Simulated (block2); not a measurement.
**BeCl2 (SMILES [Cl][Be][Cl]): DMRG/ANO-RCC-MB**

Aim: the vertical singlet–triplet gap of BeCl2 at DMRG/ANO-RCC-MB, from 2 runs. 

The calculation is run with block2 0.5.4.

## (1) The system as given

BeCl2 has 3 atoms, charge 0, and is taken as a singlet. SMILES: `[Cl][Be][Cl]`. Geometry: a GFN2-xTB relaxation, a rough one for these elements and not checked as a minimum.

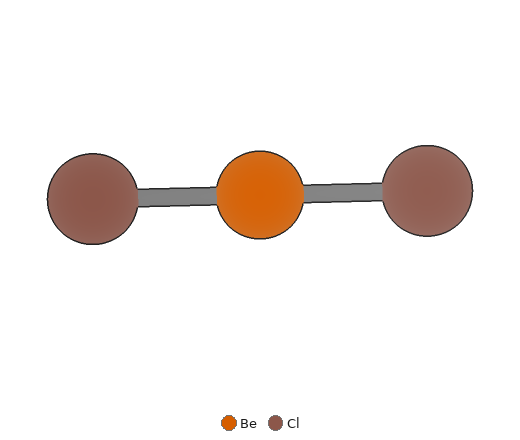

The structure, seen from a chosen angle (beryllium orange, chlorine brown).

## (2) The energy at DMRG/ANO-RCC-MB

The input, integrals.py:

```python
from pyscf import ao2mo, cc, dft, gto, mcscf, mp, scf
from pyscf.tools import fcidump

mol = gto.M(atom="mol.xyz", basis="ano-rcc-mb", charge=0, spin=0, verbose=3, max_memory=2000)
print("nao                     : %d" % (mol.nao))
mf = scf.RHF(mol)
mf.conv_tol = 1e-10
mf.max_cycle = 200
mf.kernel()
if not mf.converged:
    mf = mf.newton().run(mf.mo_coeff, mf.mo_occ)
print("reference energy        : %.10f" % (mf.e_tot))
ref = mf
pt = mp.MP2(ref, frozen=10).run()
mycc = cc.CCSD(ref, frozen=10)
mycc.max_cycle = 150
mycc.kernel()
print(f"E(MP2)                  : {pt.e_tot:.10f}")
if mycc.converged:
    print("CCSD total energy       : %.10f" % (mycc.e_tot))
    print("E(CCSD(T))              : %.10f" % (mycc.e_tot + mycc.ccsd_t()))
    print(f"T1 diagnostic           : {mycc.get_t1_diagnostic():.4f}")
ks = dft.RKS(mol, xc="tpss").set(conv_tol=1e-9, verbose=3).run()
if ks.converged:
    print(f"E(TPSS)                 : {ks.e_tot:.8f}")
ks = dft.RKS(mol, xc="b3lyp").set(conv_tol=1e-9, verbose=3).run()
if ks.converged:
    print("E(B3LYP)                : %.8f" % (ks.e_tot))
ks = dft.RKS(mol, xc="bhandhlyp").set(conv_tol=1e-9, verbose=3).run()
if ks.converged:
    print(f"E(BHLYP)                : {ks.e_tot:.8f}")
occ_no, mo = mcscf.addons.make_natural_orbitals(mp.MP2(mf, frozen=10).run())
mf.mo_coeff = mo
cas = mcscf.CASCI(mf, 13, 18)
h1, ecore = cas.get_h1eff()
fcidump.from_integrals("FCIDUMP", h1, cas.get_h2eff(), 13, 18, nuc=ecore, ms=0)
ci = mcscf.CASCI(mf, 13, (9, 9))
ci.fix_spin_(ss=0)
ci.fcisolver.conv_tol = 1e-10
ci.fcisolver.max_cycle = 200
ci.kernel()
print("E(FCI)                  : %.10f" % (ci.e_tot))
```

The input, block.conf:

```
sym c1
orbitals FCIDUMP
nelec 18
spin 0
irrep 1
occ 2 2 2 2 2 2 2 2 2 0 0 0 0
cbias 0.2
schedule
0 50 1E-08 1E-04
3 100 1E-08 1E-05
7 100 1E-09 0.0
end
maxiter 13
sweep_tol 1E-06
gaopt default
mem 2g
num_thrds 1
prefix ./tmp
outputlevel 1
```

Run with:

```console
$ python integrals.py && block2main block.conf
```

Standard output:

```text
$ python integrals.py
nao                     : 23
converged SCF energy = -932.922306851651
reference energy        : -932.9223068517
E(RMP2) = -932.952658105705  E_corr = -0.0303512540544148
E(SCS-RMP2) = -932.953004295447  E_corr = -0.0306974437959429
E(CCSD) = -932.9591075384625  E_corr = -0.03680068681176615
E(MP2)                  : -932.9526581057
CCSD total energy       : -932.9591075385
CCSD(T) correction = -0.00222086917121742
E(CCSD(T))              : -932.9613284076
T1 diagnostic           : 0.0122
converged SCF energy = -934.489038748824
E(TPSS)                 : -934.48903875
converged SCF energy = -934.483113742383
E(B3LYP)                : -934.48311374
converged SCF energy = -934.442341084705
E(BHLYP)                : -934.44234108
E(RMP2) = -932.952658105705  E_corr = -0.0303512540544148
E(SCS-RMP2) = -932.953004295447  E_corr = -0.0306974437959429
CASCI E = -932.961537021887  E(CI) = -68.4294035767639  S^2 = 0.0000000
E(FCI)                  : -932.9615370219

$ block2main block.conf

********************************** INPUT START **********************************
sym                                                             c1
orbitals                                                   FCIDUMP
nelec                                                           18
spin                                                             0
irrep                                                            1
occ                                      2 2 2 2 2 2 2 2 2 0 0 0 0
cbias                                                          0.2
maxiter                                                         13
sweep_tol                                                    1E-06
gaopt                                                      default
mem                                                             2g
num_thrds                                                        1
prefix                                                       ./tmp
outputlevel                                                      1
schedule                  Sweep   0-   2 : Mmps =    50 Noise =    0.0001 DavTol =     1e-08
                          Sweep   3-   6 : Mmps =   100 Noise =     1e-05 DavTol =     1e-08
                          Sweep   7-  12 : Mmps =   100 Noise =         0 DavTol =     1e-09
********************************** INPUT END   **********************************

SPIN ADAPTED - REAL DOMAIN - DOUBLE PREC
qc mpo type =  QCTypes.Conventional
 UseMainStack = 0 MinDiskUsage = 1 MinMemUsage = 0 IBuf = 0 OBuf = 0
 FPCompression: prec = 1.00e-16 chunk = 1024
 IMain = 0 B / 134 MB DMain = 0 B / 687 MB ISeco = 0 B / 57.2 MB DSeco = 0 B / 1.01 GB
 OpenMP = 1 TBB = 0 BLIS = 0 MKL = NONE  SeqType = Tasked AlignType = None MKLIntLen = 4
 THREADING = 2 layers : Global | Operator BatchedGEMM
 NUMBER : Global = 1 Operator = 1 Quanta = 0 MKL = 1
 COMPLEX = 1 SINGLE-PREC = 1 KSYMM = 0
using gaopt reorder =  [ 6  4  1  2  5  3  7  8 10 11 12  9  0]
read integral finished 1.4315037020132877
integral sym error =            0
MinMPOMemUsage =  False
MPS =  CCRRRRRRRRRRR 0 2 < N=18 S=0 PG=0 >
GS INIT MPS BOND DIMS =       1     3    10    35    55    59    58    58    57    55    35    10     3     1
pre-mpo memory usage =  155 MB
build mpo start ...
build mpo finished ... Tread = 0.000 Twrite = 0.000 T = 0.010
simpl mpo start ...
simpl mpo finished ... Tread = 0.000 Twrite = 0.000 T = 0.035
GS MPO BOND DIMS =      18    25    36    51    70    93    93    70    51    36    25    18     1
build 1pdm mpo 1.4987707670079544
build identity mpo 1.4998010459821671
memory usage =  170 MB
para mpo finished 1.500317417026963
env init finished 1.5903563859756105

Sweep =    0 | Direction =  forward | Bond dimension =   50 | Noise =  1.00e-04 | Dav threshold =  1.00e-08
Time elapsed =      1.932 | E =    -932.3242817797 | DW = 3.65174e-05

Sweep =    1 | Direction = backward | Bond dimension =   50 | Noise =  1.00e-04 | Dav threshold =  1.00e-08
Time elapsed =      2.356 | E =    -932.3771183535 | DE = -5.28e-02 | DW = 7.88495e-06

Sweep =    2 | Direction =  forward | Bond dimension =   50 | Noise =  1.00e-04 | Dav threshold =  1.00e-08
Time elapsed =      2.996 | E =    -932.6066043863 | DE = -2.29e-01 | DW = 6.81782e-05

Sweep =    3 | Direction = backward | Bond dimension =  100 | Noise =  1.00e-05 | Dav threshold =  1.00e-08
Time elapsed =      3.961 | E =    -932.6477266839 | DE = -4.11e-02 | DW = 1.10040e-06

Sweep =    4 | Direction =  forward | Bond dimension =  100 | Noise =  1.00e-05 | Dav threshold =  1.00e-08
Time elapsed =      6.392 | E =    -932.9547713587 | DE = -3.07e-01 | DW = 1.75983e-05

Sweep =    5 | Direction = backward | Bond dimension =  100 | Noise =  1.00e-05 | Dav threshold =  1.00e-08
Time elapsed =      7.337 | E =    -932.9613060868 | DE = -6.53e-03 | DW = 1.15863e-05

Sweep =    6 | Direction =  forward | Bond dimension =  100 | Noise =  1.00e-05 | Dav threshold =  1.00e-08
Time elapsed =      8.300 | E =    -932.9614727164 | DE = -1.67e-04 | DW = 1.52615e-05

Sweep =    7 | Direction = backward | Bond dimension =  100 | Noise =  0.00e+00 | Dav threshold =  1.00e-09
Time elapsed =      9.219 | E =    -932.9615073578 | DE = -3.46e-05 | DW = 1.73250e-05

Sweep =    8 | Direction =  forward | Bond dimension =  100 | Noise =  0.00e+00 | Dav threshold =  1.00e-09
Time elapsed =     10.105 | E =    -932.9615107817 | DE = -3.42e-06 | DW = 1.73581e-05

Sweep =    9 | Direction = backward | Bond dimension =  100 | Noise =  0.00e+00 | Dav threshold =  1.00e-09
Time elapsed =     11.001 | E =    -932.9615111952 | DE = -4.13e-07 | DW = 1.73895e-05

Final canonical form =  CRRRRRRRRRRRR 0
DMRG Energy = -932.961511195180947
```

Run time: 32 s. Hardware: 1 thread of Arm Neoverse V2, shared host; peak memory 0.24 GiB.

## (3) The triplet: the energy at DMRG/ANO-RCC-MB

The input, prepare.py:

```python
from pyscf import ao2mo, cc, dft, gto, mcscf, mp, scf
from pyscf.tools import fcidump

geom = "mol.xyz"
mol = gto.M(
    atom=geom,
    basis="ano-rcc-mb",
    charge=0,
    spin=2,
    verbose=4,
    max_memory=2000,
)
print("nao = %d" % (mol.nao))
mf = scf.ROHF(mol)
mf.conv_tol = 1e-10
mf.max_cycle = 200
mf.kernel()
if not mf.converged:
    mf = mf.newton().run(mf.mo_coeff, mf.mo_occ)
print("E(SCF) = %.10f" % (mf.e_tot))
ref = scf.UHF(mol).run(mf.make_rdm1(), conv_tol=1e-10)
pt = mp.MP2(ref, frozen=10).run()
mycc = cc.CCSD(ref, frozen=10)
mycc.max_cycle = 150
mycc.kernel()
print(f"MP2 total energy = {pt.e_tot:.10f}")
if mycc.converged:
    print(f"CCSD total energy = {mycc.e_tot:.10f}")
    print("E(CCSD(T)) = %.10f" % (mycc.e_tot + mycc.ccsd_t()))
ks = dft.UKS(mol, xc="tpss").set(conv_tol=1e-9, verbose=3).run(mf.make_rdm1())
if ks.converged:
    print(f"E(TPSS) = {ks.e_tot:.8f}")
ks = dft.UKS(mol, xc="b3lyp").set(conv_tol=1e-9, verbose=3).run(mf.make_rdm1())
if ks.converged:
    print(f"E(B3LYP) = {ks.e_tot:.8f}")
ks = dft.UKS(mol, xc="bhandhlyp").set(conv_tol=1e-9, verbose=3).run(mf.make_rdm1())
if ks.converged:
    print(f"E(BHLYP) = {ks.e_tot:.8f}")
occ_no, mo = mcscf.addons.make_natural_orbitals(mp.MP2(mf.to_uhf(), frozen=10).run())
mf.mo_coeff = mo
cas = mcscf.CASCI(mf, 13, 18)
h1, ecore = cas.get_h1eff()
fcidump.from_integrals("FCIDUMP", h1, cas.get_h2eff(), 13, 18, nuc=ecore, ms=2)
ci = mcscf.CASCI(mf, 13, (10, 8))
ci.fix_spin_(ss=2)
ci.fcisolver.conv_tol = 1e-10
ci.fcisolver.max_cycle = 200
ci.kernel()
print(f"FCI energy = {ci.e_tot:.10f}")
```

The input, dmrg.conf:

```
sym c1
orbitals FCIDUMP
nelec 18
spin 2
irrep 1
occ 2 2 2 2 2 2 2 2 1 1 0 0 0
cbias 0.2
schedule
0 12 1E-08 1E-03
4 25 1E-08 1E-04
7 50 1E-08 1E-04
10 100 1E-08 1E-05
12 100 1E-09 0.0
end
maxiter 18
sweep_tol 1E-06
fiedler
mem 1g
num_thrds 1
prefix ./tmp
outputlevel 2
onepdm
```

Run with:

```console
$ python prepare.py && block2main dmrg.conf
```

Standard output:

```text
$ python prepare.py

[INPUT] verbose = 4
[INPUT] num. atoms = 3
[INPUT] num. electrons = 38
[INPUT] charge = 0
[INPUT] spin (= nelec alpha-beta = 2S) = 2
[INPUT] symmetry False subgroup None
[INPUT] Mole.unit = angstrom
[INPUT] Symbol           X                Y                Z      unit          X                Y                Z       unit  Magmom
[INPUT]  1 Be     0.000220000000   0.000130000000  -0.000220000000 AA    0.000415739747   0.000245664396  -0.000415739747 Bohr   0.0
[INPUT]  2 Cl    -0.016390000000  -0.020190000000   1.761270000000 AA   -0.030972611182  -0.038153570455   3.328317931413 Bohr   0.0
[INPUT]  3 Cl     0.016170000000   0.020060000000  -1.761060000000 AA    0.030556871434   0.037907906059  -3.327921088927 Bohr   0.0

nuclear repulsion = 84.2727275212717
number of shells = 6
number of NR pGTOs = 147
number of NR cGTOs = 23
basis = ano-rcc-mb
ecp = {}
CPU time:         0.48
nao = 23

******** <class 'pyscf.scf.rohf.ROHF'> ********
method = ROHF
initial guess = minao
damping factor = 0
level_shift factor = 0
DIIS = <class 'pyscf.scf.diis.CDIIS'>
diis_start_cycle = 1
diis_space = 8
diis_damp = 0
SCF conv_tol = 1e-10
SCF conv_tol_grad = None
SCF max_cycles = 200
direct_scf = True
direct_scf_tol = 1e-13
chkfile to save SCF result = tmpocagdk48
max_memory 2000 MB (current use 122 MB)
num. doubly occ = 18  num. singly occ = 2
[... 111 lines left out ...]
WARN: HOMO -0.142227528662185 >= LUMO -0.195898597352832
[... 154 lines left out ...]
WARN: HOMO -0.0784796623498775 >= LUMO -0.330966615947727
[... 53 lines left out ...]
converged SCF energy = -934.122525311706  <S^2> = 2.0111675  2S+1 = 3.0074358
[... 129 lines left out ...]
 <-- Site =    6-   7 .. Mmps =   12 Ndav =   8 E =   -931.4595520171 Error = 8.56e-06 FLOPS = 2.11e+08 Tdav = 0.01 T = 0.02
[... 39 lines left out ...]
 <-- Site =    8-   9 .. Mmps =   12 Ndav =  10 E =   -931.8912169630 Error = 2.56e-04 FLOPS = 3.99e+08 Tdav = 0.01 T = 0.03
[... 39 lines left out ...]
 <-- Site =   10-  11 .. Mmps =   10 Ndav =   2 E =   -932.6239539481 Error = 0.00e+00 FLOPS = 3.99e+08 Tdav = 0.00 T = 0.01
[... 30 lines left out ...]
 --> Site =   11-  12 .. Mmps =   16 Ndav =   1 E =   -932.6578206239 Error = 1.29e-15 FLOPS = 1.85e+08 Tdav = 0.00 T = 0.00
[... 39 lines left out ...]
 --> Site =    9-  10 .. Mmps =   50 Ndav =   3 E =   -932.6640416507 Error = 2.65e-07 FLOPS = 1.45e+09 Tdav = 0.01 T = 0.02
[... 39 lines left out ...]
 --> Site =    7-   8 .. Mmps =  100 Ndav =  12 E =   -932.6667147512 Error = 1.67e-05 FLOPS = 3.40e+09 Tdav = 0.50 T = 0.57
[... 39 lines left out ...]
 --> Site =    5-   6 .. Mmps =  100 Ndav =   9 E =   -932.6688970776 Error = 1.91e-06 FLOPS = 3.88e+09 Tdav = 0.41 T = 0.45
[... 39 lines left out ...]
 --> Site =    3-   4 .. Mmps =   59 Ndav =   1 E =   -932.6690021657 Error = 2.21e-21 FLOPS = 2.71e+09 Tdav = 0.01 T = 0.03
[... 23 lines left out ...]
 <-- Site =    5-   6 .. Mmps =  100 Ndav =  10 E =   -932.6690081038 Error = 2.56e-06 FLOPS = 4.01e+09 Tdav = 0.44 T = 0.51
 <-- Site =    4-   5 .. Mmps =  100 Ndav =   3 E =   -932.6690023479 Error = 4.05e-08 FLOPS = 3.49e+09 Tdav = 0.05 T = 0.09
 <-- Site =    3-   4 .. Mmps =   84 Ndav =   2 E =   -932.6690022525 Error = 3.31e-15 FLOPS = 2.82e+09 Tdav = 0.02 T = 0.04
 <-- Site =    2-   3 .. Mmps =   46 Ndav =   1 E =   -932.6690022525 Error = 3.37e-16 FLOPS = 2.01e+09 Tdav = 0.00 T = 0.02
 <-- Site =    1-   2 .. Mmps =   16 Ndav =   1 E =   -932.6690022525 Error = 6.00e-17 FLOPS = 1.02e+09 Tdav = 0.00 T = 0.01
 <-- Site =    0-   1 .. Mmps =    4 Ndav =   1 E =   -932.6690022525 Error = 4.28e-18 FLOPS = 1.26e+08 Tdav = 0.00 T = 0.00
[... 9 lines left out ...]
DMRG Energy = -932.669108778788313
[... 33 lines left out ...]
Expectation | Direction =  forward | BRA bond dimension =  100 | KET bond dimension =  100
 --> Site =    0-   1 .. Nterms =           25 Error =  0.000000000000/ 0.000000000000 FLOPS = 5.15e+07 Tmult = 0.00 T = 0.00
 --> Site =    1-   2 .. Nterms =           23 Error =  0.000000000000/ 0.000000000000 FLOPS = 6.66e+08 Tmult = 0.00 T = 0.00
 --> Site =    2-   3 .. Nterms =           21 Error =  0.000000000000/ 0.000000000000 FLOPS = 1.56e+09 Tmult = 0.00 T = 0.00
 --> Site =    3-   4 .. Nterms =           19 Error =  0.000000000000/ 0.000000000000 FLOPS = 2.26e+09 Tmult = 0.00 T = 0.00
 --> Site =    4-   5 .. Nterms =           17 Error =  0.000000000000/ 0.000000000000 FLOPS = 2.91e+09 Tmult = 0.00 T = 0.01
 --> Site =    5-   6 .. Nterms =           15 Error =  0.000000906321/ 0.000000000000 FLOPS = 3.60e+09 Tmult = 0.00 T = 0.01
 --> Site =    6-   7 .. Nterms =           13 Error =  0.000032109582/ 0.000000000000 FLOPS = 4.17e+09 Tmult = 0.00 T = 0.01
 --> Site =    7-   8 .. Nterms =           11 Error =  0.000047686717/ 0.000000000000 FLOPS = 4.27e+09 Tmult = 0.00 T = 0.01
 --> Site =    8-   9 .. Nterms =            9 Error =  0.000000011543/ 0.000000000000 FLOPS = 3.23e+09 Tmult = 0.00 T = 0.01
 --> Site =    9-  10 .. Nterms =            7 Error =  0.000000000000/ 0.000000000000 FLOPS = 1.48e+09 Tmult = 0.00 T = 0.00
 --> Site =   10-  11 .. Nterms =            5 Error =  0.000000000000/ 0.000000000000 FLOPS = 8.43e+08 Tmult = 0.00 T = 0.00
 --> Site =   11-  12 .. Nterms =            4 Error =  0.000000000000/ 0.000000000000 FLOPS = 3.75e+08 Tmult = 0.00 T = 0.00
Time elapsed =      0.065
Time sweep =        0.065 | 32.0 MFLOP/SWP
 | Dmem = 439 KB (39%) | Imem = 17.5 KB (93%) | Hmem = 3.25 MB | Wmem = 175 KB | MaxBmem = 64.0 KB | MaxRmem = 60.8 KB
 | Tread = 0.002 | Twrite = 0.002 | Tfpread = 0.002 | Tfpwrite = 0.001 | data = 413 KB | cpsd = 257 KB | Tasync = 0.000
 | Trot = 0.003 | Tctr = 0.000 | Tint = 0.000 | Tmid = 0.000 | Tdctr = 0.000 | Tdiag = 0.002 | Tinfo = 0.003
 | Teff = 0.016 | Texpt = 0.010 | Tblk = 0.055 | Tmve = 0.010

NPDM Sorting | Nsites =    13 | Nmaxops =  2 | DotSite = 2 | SymbolFree = T | Compressed = T | LowMem = F | Mem = 1.32 KB
 Site =     0 ..  T = 0.000
 Site =     1 ..  T = 0.000
 Site =     2 ..  T = 0.000
 Site =     3 ..  T = 0.000
 Site =     4 ..  T = 0.000
 Site =     5 ..  T = 0.000
 Site =     6 ..  T = 0.000
 Site =     7 ..  T = 0.000
 Site =     8 ..  T = 0.000
 Site =     9 ..  T = 0.000
 Site =    10 ..  T = 0.000
 Site =    11 ..  T = 0.000
Ttotal =      0.000

DMRG OCC =   2.000 1.999 1.998 1.972 1.983 1.970 1.519 1.973 1.508 0.047 0.009 0.517 0.507
```

Wall time 50 s (1 thread of Arm Neoverse V2, shared host); peak memory 0.21 GiB.

## (4) What came out

Level: DMRG/ANO-RCC-MB, 10 core orbitals frozen.

| quantity | value |
| --- | --- |
| run 1, DMRG/ANO-RCC-MB: total energy | -932.96151 Eh |
| run 1, DMRG/ANO-RCC-MB: T1 diagnostic of the CCSD step | 0.012 |
| triplet: total energy | -932.66911 Eh |
| vertical energy of the triplet above the singlet | 7.957 eV |

What this shows: At this shape the triplet lies 7.96 eV (768 kJ/mol) above the singlet. The basis (run 1, DMRG/ANO-RCC-MB) was made for a relativistic Hamiltonian, but the run is non-relativistic. The basis (triplet) was made for a relativistic Hamiltonian, but the run is non-relativistic.
